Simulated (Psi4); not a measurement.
Run report: PH3, geometry relaxation (part 1 of 3)

System: PH3, SMILES P.
Method: M06-2X/6-31+G*, RKS (Psi4 1.11).

The geometry comes from this level: UFF from SMILES.

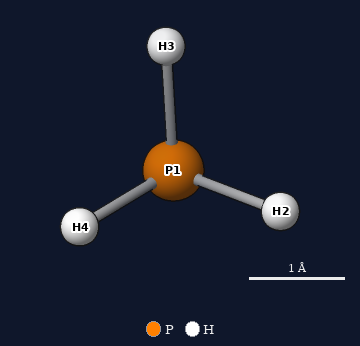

Fig. 1: The input geometry (ball-and-stick view, seen at a tilt; atoms are numbered from 1 in the order of the input). Bond lengths as drawn: H–P 1.45 Å.

### Input file (calc.py)
```python
import psi4
from rdkit import Chem
from rdkit.Chem import AllChem

psi4.set_memory(1600000000)
psi4.set_num_threads(1)
psi4.core.set_output_file('run.log', False)

rd = Chem.AddHs(Chem.MolFromSmiles('P'))
AllChem.EmbedMolecule(rd, randomSeed=967)
AllChem.UFFOptimizeMolecule(rd, maxIters=2000)
atoms = '\n'.join(Chem.MolToXYZBlock(rd).splitlines()[2:])
mol = psi4.geometry('0 1\n' + atoms + '\nsymmetry c1')

psi4.set_options(dict(geom_maxiter=60))

e = psi4.optimize('m06-2x/6-31+G*', molecule=mol)
print(f'total energy {e:.8f} hartree = {e * 27.211386:.5f} eV')
print(mol.to_string(dtype='xyz', units='Angstrom'))
```

Hardware: 1 thread of Intel Xeon (Granite Rapids), 192 GiB of memory available, shared host.

Launched with:
```bash
python calc.py
```

### What the program printed
```
gradient() will perform analytic gradient computation.

   => Loading Basis Set <=

    Name: 6-31+G*
    Role: ORBITAL
    Keyword: BASIS

         ---------------------------------------------------------
                                   SCF
                              RKS Reference
                        1 Threads,   1525 MiB Core
         ---------------------------------------------------------

  ==> Geometry <==

    Molecular point group: c1
    Full point group: C1

    Geometry (in Angstrom), charge = 0, multiplicity = 1:

       Center              X                  Y                   Z               Mass
    ------------   -----------------  -----------------  -----------------  -----------------
         P           -0.000106838135     0.000762570531     0.069469066636    30.973761998420
         H           -0.568358838135     1.076534570531    -0.724448933364     1.007825032230
         H            1.224956161865    -0.056837429469    -0.709250933364     1.007825032230
         H           -0.653313838135    -1.043133429469    -0.701311933364     1.007825032230

  Running in c1 symmetry.

  Rotational constants: A =      4.26886  B =      4.26886  C =      3.71644 [cm^-1]
  Rotational constants: A = 127977.15437  B = 127977.07232  C = 111416.08130 [MHz]
  Nuclear repulsion =   17.139886970346144

  Charge       = 0
  Multiplicity = 1
  Electrons    = 18
  Nalpha       = 9
  Nbeta        = 9

  ==> Algorithm <==

  SCF Algorithm Type is DF.
  DIIS enabled.
  MOM disabled.
  Fractional occupation disabled.
  Guess Type is SAD.
  Energy threshold   = 1.00e-08
  Density threshold  = 1.00e-08
  Integral threshold = 1.00e-12

  ==> Primary Basis <==

  Basis Set: 6-31+G*
    Blend: 6-31+G*
    Number of shells: 16
    Number of basis functions: 29
    Number of Cartesian functions: 29
    Spherical Harmonics?: false
    Max angular momentum: 2

  ==> DFT Potential <==

   => LibXC <=

    Version 7.1.2

   => Composite Functional: M06-2X <=

    Deriv               =              1
    GGA                 =           TRUE
    Meta                =           TRUE

    Exchange Hybrid     =           TRUE
    MP2 Hybrid          =          FALSE

   => Exchange Functionals <=

    1.0000   XC_HYB_MGGA_X_M06_2X

   => Exact (HF) Exchange <=

    0.5400               HF

   => Correlation Functionals <=

    1.0000   XC_MGGA_C_M06_2X

   => LibXC Density Thresholds  <==

    XC_MGGA_C_M06_2X:  1.00E-12
    XC_HYB_MGGA_X_M06_2X:  1.00E-15

   => Molecular Quadrature <=

    Radial Scheme          =       TREUTLER
    Pruning Scheme         =           NONE
    Nuclear Scheme         =       TREUTLER

    Blocking Scheme        =         OCTREE
    BS radius alpha        =              1
    Pruning alpha          =              1
    Radial Points          =             75
    Spherical Points       =            302
    Total Points           =          88580
    Total Blocks           =            717
    Max Points             =            256
    Max Functions          =             29
    Weights Tolerance      =       1.00E-15

   => Loading Basis Set <=

    Name: (6-31+G* AUX)
    Role: JKFIT
    Keyword: DF_BASIS_SCF

  ==> Integral Setup <==

  DFHelper Memory: AOs need 0.002 GiB; user supplied 0.938 GiB.
  SCF_SUBTYPE=INCORE selected. In-core MEM_DF algorithm will be used.
  Using in-core AOs.

  ==> MemDFJK: Density-Fitted J/K Matrices <==

    J tasked:                   Yes
    K tasked:                   Yes
    wK tasked:                   No
    Memory [MiB]:               960
    Algorithm:                 Core
    Schwarz Cutoff:           1E-12
    Mask sparsity (%):       0.0000
    Fitting Condition:        1E-10

   => Auxiliary Basis Set <=

  Basis Set: (6-31+G* AUX)
    Blend: HEAVY-AUG-CC-PVDZ-JKFIT
    Number of shells: 67
    Number of basis functions: 225
    Number of Cartesian functions: 225
    Spherical Harmonics?: false
    Max angular momentum: 3

  Cached 100.0% of DFT collocation blocks in 0.179 [GiB].

  Minimum eigenvalue in the overlap matrix is 1.1554316287E-02.
  Reciprocal condition number of the overlap matrix is 2.1881401945E-03.
    Using symmetric orthogonalization.

  ==> Pre-Iterations <==

  SCF Guess: Superposition of Atomic Densities via on-the-fly atomic UHF (no occupation information).

   -------------------------
    Irrep   Nso     Nmo
   -------------------------
     A         29      29
   -------------------------
    Total      29      29
   -------------------------

  ==> Iterations <==

                           Total Energy        Delta E     RMS |[F,P]|

   @DF-RKS iter SAD:  -342.73911982634843   -3.42739e+02   0.00000e+00
   @DF-RKS iter   1:  -343.05448953055605   -3.15370e-01   6.56198e-03 DIIS/ADIIS
   @DF-RKS iter   2:  -343.07306349020405   -1.85740e-02   4.12716e-03 DIIS/ADIIS
   @DF-RKS iter   3:  -343.08288892153820   -9.82543e-03   1.30394e-04 DIIS/ADIIS
   @DF-RKS iter   4:  -343.08290763504630   -1.87135e-05   1.56661e-05 DIIS
   @DF-RKS iter   5:  -343.08290781382328   -1.78777e-07   3.60589e-06 DIIS
   @DF-RKS iter   6:  -343.08290782275861   -8.93533e-09   4.19895e-07 DIIS
   @DF-RKS iter   7:  -343.08290782305858   -2.99963e-10   7.30065e-08 DIIS
   @DF-RKS iter   8:  -343.08290782307051   -1.19371e-11   8.20672e-09 DIIS
  Energy and wave function converged.

  ==> Post-Iterations <==

   Electrons on quadrature grid:
      Ntotal   =   17.9999949195 ; deviation = -5.080e-06

    Orbital Energies [Eh]
    ---------------------

    Doubly Occupied:

       1A    -78.051399     2A     -6.860487     3A     -4.974803
       4A     -4.974803     5A     -4.972210     6A     -0.723441
       7A     -0.441350     8A     -0.441340     9A     -0.327940

    Virtual:

      10A      0.014221    11A      0.046743    12A      0.046745
      13A      0.060133    14A      0.069952    15A      0.069967
      16A      0.233079    17A      0.438976    18A      0.439015
      19A      0.452762    20A      0.488238    21A      0.710413
      22A      0.710500    23A      0.725089    24A      0.725180
      25A      0.730385    26A      1.034724    27A      1.206695
      28A      1.207060    29A      3.453898

    Final Occupation by Irrep:
              A
    DOCC [     9 ]
    NA   [     9 ]
    NB   [     9 ]

  @DF-RKS Final Energy:  -343.08290782307051

   => Energetics <=

    Nuclear Repulsion Energy =             17.1398869703461436
    One-Electron Energy =                -507.6020768992140120
    Two-Electron Energy =                 158.8816355802923113
    DFT Exchange-Correlation Energy =     -11.5023534744949316
    Empirical Dispersion Energy =           0.0000000000000000
    VV10 Nonlocal Energy =                  0.0000000000000000
    Total Energy =                       -343.0829078230705136

Computation Completed

Properties will be evaluated at   0.000000,   0.000000,   0.000000 [a0]

Properties computed using the SCF density matrix

 Multipole Moments:

 ------------------------------------------------------------------------------------
     Multipole            Electronic (a.u.)      Nuclear  (a.u.)        Total (a.u.)
 ------------------------------------------------------------------------------------

 L = 1.  Multiply by 2.5417464519 to convert [e a0] to [Debye]
 Dipole X            :         -0.0026936            0.0031765            0.0004829
 Dipole Y            :          0.0190638           -0.0226724           -0.0036086
 Dipole Z            :          1.7421159           -2.0654249           -0.3233090
 Magnitude           :                                                    0.3233295

 ------------------------------------------------------------------------------------

	total time  =          3 seconds =       0.05 minutes

         ------------------------------------------------------------
                                   SCF GRAD
         ------------------------------------------------------------

  ==> Geometry <==

    Molecular point group: c1
    Full point group: C1

    Geometry (in Angstrom), charge = 0, multiplicity = 1:

       Center              X                  Y                   Z               Mass
    ------------   -----------------  -----------------  -----------------  -----------------
         P           -0.000106838135     0.000762570531     0.069469066636    30.973761998420
         H           -0.568358838135     1.076534570531    -0.724448933364     1.007825032230
         H            1.224956161865    -0.056837429469    -0.709250933364     1.007825032230
         H           -0.653313838135    -1.043133429469    -0.701311933364     1.007825032230

  Nuclear repulsion =   17.139886970346144

  ==> Basis Set <==

  Basis Set: 6-31+G*
    Blend: 6-31+G*
    Number of shells: 16
    Number of basis functions: 29
    Number of Cartesian functions: 29
    Spherical Harmonics?: false
    Max angular momentum: 2

  ==> DFJKGrad: Density-Fitted SCF Gradients <==

    Gradient:                    1
    J tasked:                  Yes
    K tasked:                  Yes
    wK tasked:                  No
    Integrals threads:           1
    Memory [MiB]:             1144
    Schwarz Cutoff:          1E-12
    Fitting Condition:       1E-10

   => Auxiliary Basis Set <=

  Basis Set: (6-31+G* AUX)
    Blend: HEAVY-AUG-CC-PVDZ-JKFIT
    Number of shells: 67
    Number of basis functions: 225
    Number of Cartesian functions: 225
    Spherical Harmonics?: false
    Max angular momentum: 3

   => Molecular Quadrature <=

    Radial Scheme          =       TREUTLER
    Pruning Scheme         =           NONE
    Nuclear Scheme         =       TREUTLER

    Blocking Scheme        =         OCTREE
    BS radius alpha        =              1
    Pruning alpha          =              1
    Radial Points          =             75
    Spherical Points       =            302
    Total Points           =          88580
    Total Blocks           =            717
    Max Points             =            256
    Max Functions          =             29
    Weights Tolerance      =       1.00E-15

  -Total Gradient:
     Atom            X                  Y                   Z
    ------   -----------------  -----------------  -----------------
       1       -0.000023732162     0.000247753763     0.020540510367
       2       -0.005895463427     0.011218889249    -0.007084952771
       3        0.012751689159    -0.000494520983    -0.006913241652
       4       -0.006819839048    -0.010885043418    -0.006787110717

	total time  =          0 seconds =       0.00 minutes

    			-----------------------------------------

    			 OPTKING 3.0: for geometry optimizations

    			        with contributions from

    			-----------------------------------------

	                            ===> Fragment 1 <==

	 Z (Atomic Numbers)          Masses                          Geom
	      15.000000            30.973762         -0.00020189  0.00144105  0.13127751
	       1.000000             1.007825         -1.07404255  2.03435550 -1.36901008
	       1.000000             1.007825          2.31483166 -0.10740718 -1.34029002
	       1.000000             1.007825         -1.23458423 -1.97123649 -1.32528748

	 - Coordinate -           - BOHR/RAD -       - ANG/DEG -
	 R(1,2)           =         2.745312           1.452757
	 R(1,3)           =         2.745312           1.452757
	 R(1,4)           =         2.745312           1.452757
	 B(2,1,3)         =         1.637118          93.799945
	 B(2,1,4)         =         1.637119          93.799995
	 B(3,1,4)         =         1.637118          93.799933
	 O(2,1,3,4)       =         1.473650          84.433913
	 O(3,1,2,4)       =        -1.473651         -84.433955
	 O(4,1,2,3)       =         1.473650          84.433920

	        --- Internal Coordinate Step in ANG or DEG, aJ/ANG or AJ/DEG ---
	-------------------------------------------------------------------------------
	           Coordinate      Previous         Force          Change          New
	           ----------      --------        ------          ------        ------
	               R(1,2)       1.45276       -0.11888       -0.03927       1.41349
	               R(1,3)       1.45276       -0.11897       -0.03929       1.41346
	               R(1,4)       1.45276       -0.11934       -0.03942       1.41334
	             B(2,1,3)      93.79994       -0.00004       -0.16386      93.63608
	             B(2,1,4)      93.80000       -0.00005       -0.19370      93.60629
	             B(3,1,4)      93.79993       -0.00005       -0.20471      93.59523
	           O(2,1,3,4)      84.43391        0.00007        0.27237      84.70628
	           O(3,1,2,4)     -84.43395       -0.00007       -0.27985     -84.71381
	           O(4,1,2,3)      84.43392        0.00008        0.30030      84.73422
	-------------------------------------------------------------------------------

	                                 ==> Convergence Check <==

	Measures of convergence in internal coordinates in au.

	Criteria marked as inactive (o), active & met (*), and active & unmet ( ).

	----------------------------------------------------------------------------------------------~
	   Step    Total Energy     Delta E     Max Force     RMS Force      Max Disp      RMS Disp   ~
	----------------------------------------------------------------------------------------------~
	  Convergence Criteria     1.00e-06 *    3.00e-04 *             o    1.20e-03 *             o~
	----------------------------------------------------------------------------------------------~
	     1    -343.08290782   -3.43e+02      1.45e-02      8.37e-03 o    7.45e-02      4.30e-02 o  ~
	----------------------------------------------------------------------------------------------

Next Geometry in Ang
	Fragment 1 (Ang)

	    P  -0.0000585235   0.0007125760   0.0557500402
	    H  -0.5523764052   1.0456620748  -0.7194797707
	    H   1.1900501432  -0.0556897510  -0.7047341283
	    H  -0.6344385670  -1.0133586177  -0.6970788747

    Structure for next step:
    Molecular point group: c1
    Full point group: C1

    Geometry (in Angstrom), charge = 0, multiplicity = 1:

    P           -0.000101109119     0.000756642318     0.067842301709
    H           -0.552418990841     1.045706141123    -0.707387509174
    H            1.190007557588    -0.055645684722    -0.692641866806
    H           -0.634481152571    -1.013314551441    -0.684986613266

gradient() will perform analytic gradient computation.

  ==> Geometry <==

    Molecular point group: c1
    Full point group: C1

    Geometry (in Angstrom), charge = 0, multiplicity = 1:

       Center              X                  Y                   Z               Mass
    ------------   -----------------  -----------------  -----------------  -----------------
         P           -0.000101109119     0.000756642318     0.067842301709    30.973761998420
         H           -0.552418990841     1.045706141123    -0.707387509174     1.007825032230
         H            1.190007557588    -0.055645684722    -0.692641866806     1.007825032230
         H           -0.634481152571    -1.013314551441    -0.684986613266     1.007825032230

  Running in c1 symmetry.

  Rotational constants: A =      4.50439  B =      4.50200  C =      3.93818 [cm^-1]
  Rotational constants: A = 135038.30013  B = 134966.51805  C = 118063.57152 [MHz]
  Nuclear repulsion =   17.617946393544280

  Charge       = 0
  Multiplicity = 1
  Electrons    = 18
  Nalpha       = 9
  Nbeta        = 9

  ==> Algorithm <==

  SCF Algorithm Type is DF.
  DIIS enabled.
  MOM disabled.
  Fractional occupation disabled.
  Guess Type is READ.
  Energy threshold   = 1.00e-08
  Density threshold  = 1.00e-08
  Integral threshold = 1.00e-12

   => Molecular Quadrature <=

    Radial Scheme          =       TREUTLER
    Pruning Scheme         =           NONE
    Nuclear Scheme         =       TREUTLER

    Blocking Scheme        =         OCTREE
    BS radius alpha        =              1
    Pruning alpha          =              1
    Radial Points          =             75
    Spherical Points       =            302
    Total Points           =          88564
    Total Blocks           =            722
    Max Points             =            253
    Max Functions          =             29
    Weights Tolerance      =       1.00E-15

   => Loading Basis Set <=

    Name: 6-31+G*
    Role: ORBITAL
    Keyword: BASIS

  Reading orbitals from file s0/run.default.830813.180.npy, no projection.

   => Auxiliary Basis Set <=

  Basis Set: (6-31+G* AUX)
    Blend: HEAVY-AUG-CC-PVDZ-JKFIT
    Number of shells: 67
    Number of basis functions: 225
    Number of Cartesian functions: 225
    Spherical Harmonics?: false
    Max angular momentum: 3

  Cached 100.0% of DFT collocation blocks in 0.179 [GiB].

  Minimum eigenvalue in the overlap matrix is 1.1331259415E-02.
  Reciprocal condition number of the overlap matrix is 2.1121704858E-03.
    Using symmetric orthogonalization.

  ==> Pre-Iterations <==

  SCF Guess: Orbitals guess was supplied from a previous computation.

   -------------------------------------------------------
    Irrep   Nso     Nmo     Nalpha   Nbeta   Ndocc  Nsocc
   -------------------------------------------------------
     A         29      29       9       9       9       0
   -------------------------------------------------------
    Total      29      29       9       9       9       0
   -------------------------------------------------------

  ==> Iterations <==

                           Total Energy        Delta E     RMS |[F,P]|
```
